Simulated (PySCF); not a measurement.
CH4LiS, charge +1, SMILES `[Li+].CS`.

Method: B3LYP/def2-TZVP; geometry: GFN2-xTB; program: PySCF. The pair's geometry is semi-empirical, so its contact may be too short or too long. GFN2-xTB bond lengths at metals and heavier atoms can be off by up to 0.1 Å and shapes distorted, which carries into these values.

Input

```python
import numpy as np
from pyscf import gto, scf, dft
from pyscf.scf import atom_ks, atom_hf
from scipy.linalg import block_diag

def solve(mol, dm0=None, hcore=None):
    mf = (dft.UKS if mol.spin else dft.RKS)(mol, xc='b3lyp')
    mf.grids.level = 3
    mf = mf.density_fit(auxbasis='def2-universal-jkfit')
    mf.conv_tol, mf.max_cycle = 1e-8, 80
    if hcore is not None:
        mf.get_hcore = lambda *args: hcore
    mf.kernel(dm0)
    if not mf.converged:
        mf = mf.newton().run(mf.mo_coeff, mf.mo_occ, max_cycle=30)
    assert mf.converged, 'SCF not converged'
    return mf

mol = gto.M(atom='''
Li    -2.22933     1.09199    -0.11512
C      1.30344     0.37902    -0.03571
S     -0.35805    -0.37029     0.10278
H      1.41872     0.87981    -0.99145
H      2.03417    -0.41782     0.07830
H      1.40035     1.08417     0.78516
H     -0.25707    -1.17153    -0.95691
''', basis='def2-tzvp', charge=1, spin=0, verbose=4)
mf = solve(mol)
mf.analyze()
# spherically averaged free atoms, for the promolecule
atm = atom_ks.get_atm_nrks(mol, xc='b3lyp')
pro = block_diag(*[(atm[a[0]][2] * atm[a[0]][3]) @ atm[a[0]][2].T for a in mol._atom])
np.savez('result.npz', e=mf.e_tot, c=mf.mo_coeff, occ=mf.mo_occ, eps=mf.mo_energy, pro=pro, dip=mf.dip_moment(verbose=0), s2=mf.spin_square()[0])
```

Run with:

```sh
OMP_NUM_THREADS=1 python input.py
```

The run took 11 s on 1 thread of Arm Neoverse N1, with other jobs on the host, peak memory 0.41 GiB.

Partitions, critical points and surface values were worked out afterwards from this run's density.

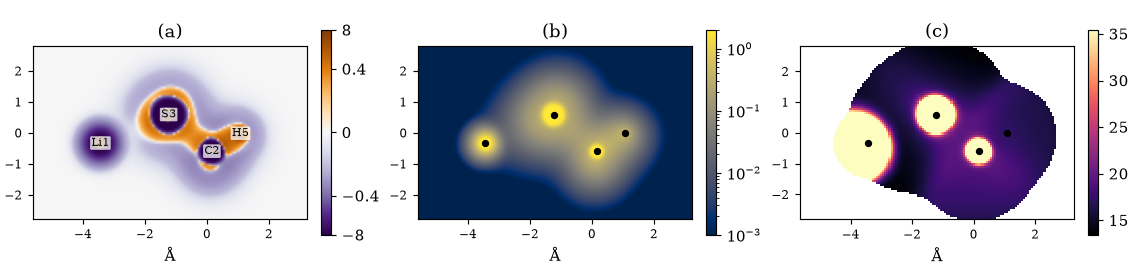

Three fields in the plane of Li1, C2, S3 and H5. (a): orange positive, purple negative.

The panels show, in some order, the average local ionisation energy, negative Laplacian of the density (−∇²ρ) and electron density. Which is which?

(a) is the negative Laplacian of the density (−∇²ρ): shells alternate in sign around each nucleus and valence concentrations outline the bonding and non-bonding pairs. (b) is the electron density: it is positive everywhere and peaks at the nuclei. (c) is the average local ionisation energy: it is high near the heavier nuclei and lowest where loosely bound electrons reach out.
